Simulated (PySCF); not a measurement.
# [NH3]+ (SMILES [NH3+]) at FCI/SBKJC (core potential)

Aim: the energy change on altering one bond length of [NH3]+ at FCI/SBKJC (core potential), from 2 runs. The job is set up through a Python script.

The results are computed with PySCF 2.14.0.

12 further runs of the same task are left out: 1 that didn't finish, 11 set aside as unsound or not needed.

### 1 The molecule

[NH3]+: 4 atoms, total charge +1, spin state doublet. As SMILES, `[NH3+]`. Geometry: relaxed at GFN2-xTB.

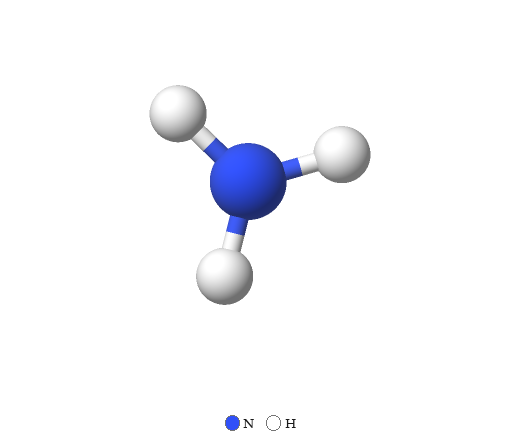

Viewed from a chosen angle; nitrogen blue, hydrogen white.

### 2 The energy at FCI/SBKJC (core potential)

input.py reads:

```python
from pyscf import gto, mcscf

mol = gto.M(
    atom='N 0.000140 -0.000820 -0.000330; H 0.510700 -0.238750 0.859300; H -0.995460 -0.239520 -0.089810; H 0.484620 0.479080 -0.769160',
    charge=1,
    verbose=3,
    max_memory=1860,
    ecp={'N': 'sbkjc'},
    basis='sbkjc',
    spin=1,
)

mf = mol.ROHF()
mf.conv_tol = 1e-10
mf.kernel()
if not mf.converged:
    mf = mf.newton().run(mf.mo_coeff, mf.mo_occ)

cas = mcscf.CASCI(mf, mf.mo_coeff.shape[-1] - 0, (mol.nelec[0] - 0, mol.nelec[1] - 0))  # full CI above the frozen core
cas.fix_spin_(ss=0.75)
cas.kernel()
etot = cas.e_tot
print('E(%s) = %.9f' % ('FCI', etot))
```

The run is started by

```
$ OMP_NUM_THREADS=1 python input.py
```

What it wrote:

```text
converged SCF energy = -11.0852740715828
CASCI E = -11.1815312303319  E(CI) = -19.7970023662458  S^2 = 0.7500000
E(FCI) = -11.181531230
```

Wall time 5.1 s (1 thread of Intel Xeon Platinum 8259CL at 2.50GHz (Skylake/Cascade Lake), shared host); peak memory 0.18 GiB.

### 3 The distorted shape, same level

input.py reads:

```python
from pyscf import gto, scf, mcscf

mol = gto.Mole()
mol.atom = [
    ('N', (0.796628, 0.190142, 0.071255)),
    ('H', (1.307188, -0.047788, 0.930885)),
    ('H', (-0.995460, -0.239520, -0.089810)),
    ('H', (1.281108, 0.670042, -0.697575)),
]
mol.basis = 'sbkjc'
mol.ecp = {'N': 'sbkjc'}
mol.max_memory = 1860
mol.verbose = 3
mol.charge = 1
mol.spin = 1
mol.build()

calc0 = scf.ROHF(mol)
calc0.conv_tol = 1e-10
calc0.kernel()
if not calc0.converged:
    calc0 = calc0.newton().run(calc0.mo_coeff, calc0.mo_occ)

cas = mcscf.CASCI(calc0, calc0.mo_coeff.shape[-1] - 0, (mol.nelec[0] - 0, mol.nelec[1] - 0))  # full CI above the frozen core
cas.fix_spin_(ss=0.75)
cas.kernel()
etot = cas.e_tot
print('E = %.10f Eh' % etot)
```

The run is started by

```
$ OMP_NUM_THREADS=1 python input.py
```

What it wrote:

```text
converged SCF energy = -10.931080143094
CASCI E = -11.0566565058593  E(CI) = -18.3523594340000  S^2 = 0.7500000
E = -11.0566565059 Eh
```

Run time: 6 s. Hardware: 1 thread of Intel Xeon Platinum 8259CL at 2.50GHz (Skylake/Cascade Lake), shared host; peak memory 0.2 GiB.

### 4 Results

At FCI/SBKJC (core potential):

| quantity | value |
| --- | --- |
| first shape: total energy | -11.18153 Eh |
| first shape: correlation energy | -96.3 mEh |
| distorted shape: total energy | -11.05666 Eh |
| distorted shape: correlation energy | -125.6 mEh |
| energy change with the N1–H3 bond stretched from 1.028 to 1.850 Å | 3.398 eV |

What this shows: With the N1–H3 bond stretched from 1.028 to 1.850 Å the energy rises by 3.40 eV (78 kcal/mol). The first shape isn't relaxed at this level, so the change isn't measured from a minimum. Mulliken charges (distorted shape) of the mean-field density run from -0.47 on N1 to +0.61 on H3.
